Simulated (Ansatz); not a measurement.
**ClFH4N2Ti: density, localisation and related maps**

Input

```
crystal:
  periodic: [false, false, false]
  atoms:
    - { symbol: Ti, position_ang: [0.0, 0.0, 0.0] }
    - { symbol: F, position_ang: [0.0, 0.0, 1.83] }
    - { symbol: "N", position_ang: [1.9426, 0.0, -0.686] }
    - { symbol: H, position_ang: [2.4408, -0.918, -0.8667] }
    - { symbol: H, position_ang: [2.4438, 0.918, -0.8582] }
    - { symbol: "N", position_ang: [-0.9703, 1.681, -0.686] }
    - { symbol: H, position_ang: [-1.9904, 1.6258, -0.9687] }
    - { symbol: H, position_ang: [-0.4498, 2.6017, -0.7565] }
    - { symbol: Cl, position_ang: [-1.1163, -1.9339, -0.7892] }
basis:
  gaussian: { orbitals: def2-SVP }
hamiltonian:
  xc: pbe
relax:
  f_tol: 0.02
  max_steps: 40
output:
  orbitals: {}
```

Run with:

```sh
ansatz run input.yaml --threads 4 --pin off --max-ram 5120MiB --backend cpu --events-out ev --progress --plain --runs-dir out
```

The fields are those of the run's last geometry, not of the input's.

Level of theory: Ansatz 0.2.0, RKS PBE/def2-SVP.

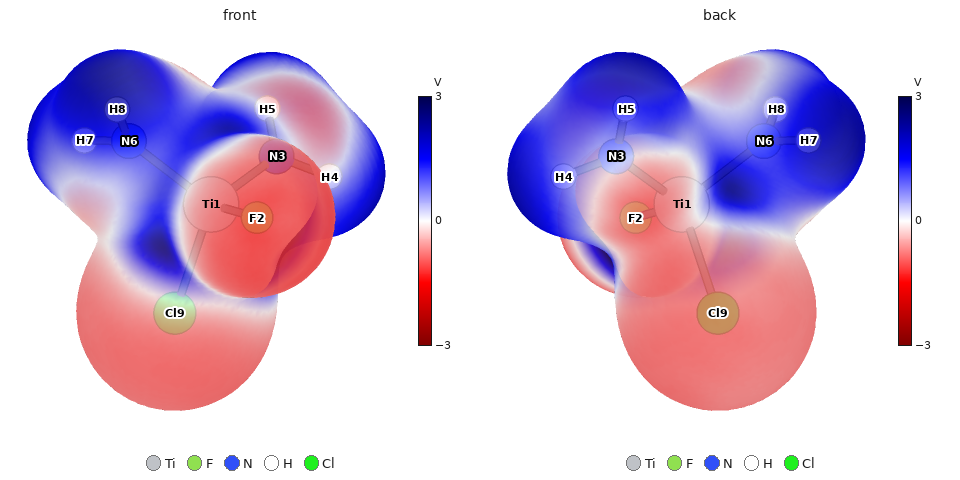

Figure 1. The electrostatic potential painted on the density surface at 0.004 e/bohr³, seen from the front and from behind; red is negative and blue positive.

**Where is the surface potential most negative and most positive?**

The most negative region (about −1.2 V) lies over F2, the most positive (about +2.8 V) over Ti1.

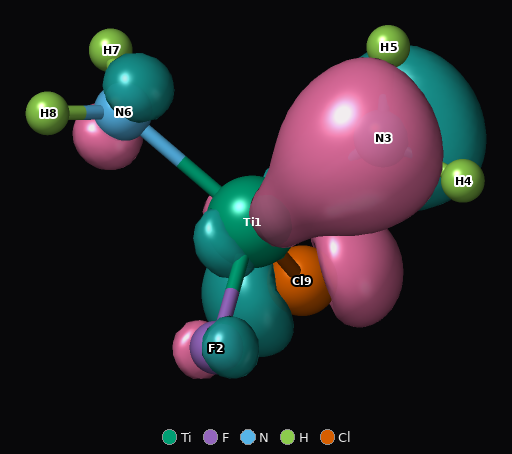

Figure 2. One frontier orbital at ±0.15 Å⁻³ᐟ² (teal and pink are the two phases), seen at a tilt.

**Which orbital is it: HOMO or LUMO?**

The HOMO, at −6.04 eV. By Hirshfeld shares it lies mainly on N3 (about 55 %), Cl9 (about 15 %) and Ti1 (about 15 %).

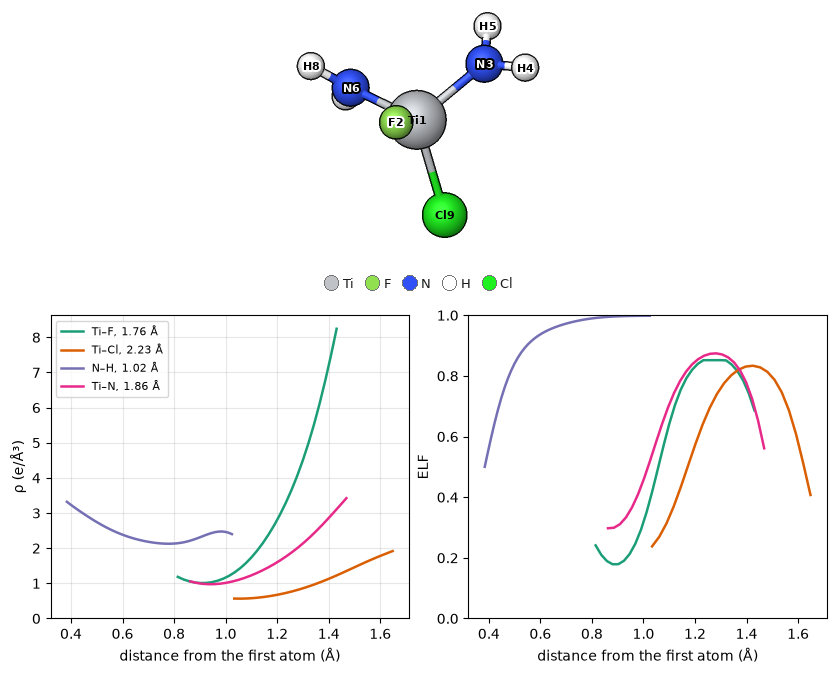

Figure 3. Electron density and electron localisation function along straight lines between neighbouring atoms. The curves leave out the atomic cores. The structure is drawn too.

**What can be read from the curves?**

Ti–F (1.76 Å): ρ at the midpoint is about 1 e/Å³; the ELF peaks at about 0.85 in the valence shell of F, 0.5 Å from its nucleus, and drops to about 0.20 between the two atoms.
Ti–Cl (2.23 Å): the density is about 0.59 e/Å³ at the midpoint; the ELF peaks at about 0.85 in the valence shell of Cl, 0.8 Å from its nucleus, and is about 0.35 at the midpoint.
N–H (1.02 Å): ρ at the midpoint is about 2.7 e/Å³; the ELF climbs to about 1 towards the hydrogen, as it does in any bond to H; a covalent bond by its length.
Ti–N (1.86 Å): ρ at the midpoint is about 0.98 e/Å³; the ELF peaks at about 0.85 in the valence shell of N, 0.6 Å from its nucleus, and is about 0.35 at the midpoint.

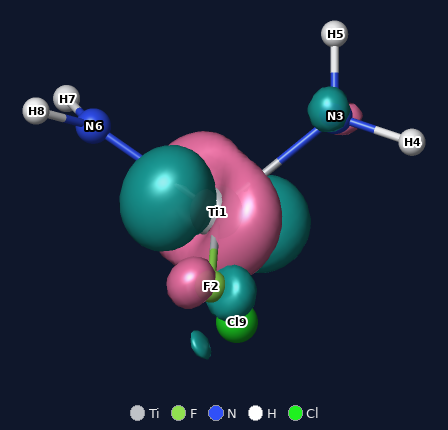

Figure 4. The LUMO at ±0.2 Å⁻³ᐟ² (teal and pink are the two phases), seen across its widest extent.

**What is the character of this orbital?**

By Hirshfeld shares it lies mainly on Ti1 (about 75 %), Cl9 (about 5 %) and F2 (about 5 %). Its energy is −2.69 eV.
